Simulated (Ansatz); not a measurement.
K$_{2}$Cd (I4/mmm, No. 139): the end point of a relaxation with DFT, PAW plane waves, r2scan in Ansatz; the starting structure was generated, so it need not be a known form of this composition.

```cif
data_structure
_symmetry_space_group_name_H-M 'I4/mmm'
_symmetry_Int_Tables_number 139
_cell_length_a 4.3189
_cell_length_b 4.3189
_cell_length_c 16.0273
_cell_angle_alpha 90.000
_cell_angle_beta 90.000
_cell_angle_gamma 90.000
_cell_volume 298.96
loop_
_atom_site_label
_atom_site_type_symbol
_atom_site_symmetry_multiplicity
_atom_site_Wyckoff_symbol
_atom_site_fract_x
_atom_site_fract_y
_atom_site_fract_z
_atom_site_occupancy
Cd1 Cd 2 a 0.00000 0.00000 0.00000 1
K1 K 4 e 0.00000 0.00000 0.36782 1
```

Q: What will a dark-field STEM-like image along [100] show? Simulation: incoherent imaging, intensity Z^1.7 per atom, probe width 1.30 Å, thin sample. The probe carries 25 % of its weight in a tail 2.5 times as wide. Shot noise was added.

A: The columns repeat on a centred rectangular net of 4.32 × 16.03 Å (plane group c2mm). The brightest columns hold 1 Cd per repeat; in falling brightness follow 1 K (about 20 %). Brightness is counted from the darkest point of the image. The closest visible columns (Cd and K) are 3.03 Å apart in projection. Along the beam the structure repeats every 4.32 Å.

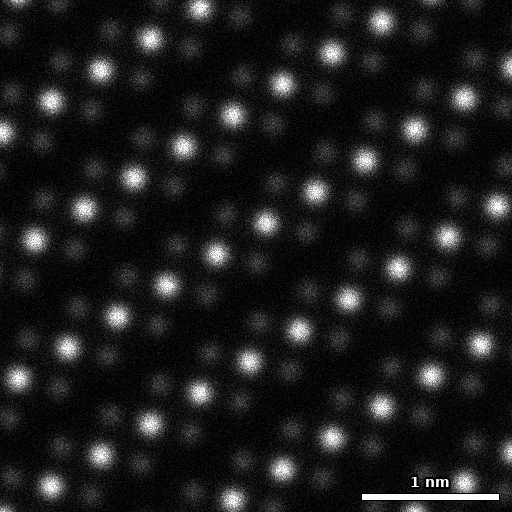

The simulated image.
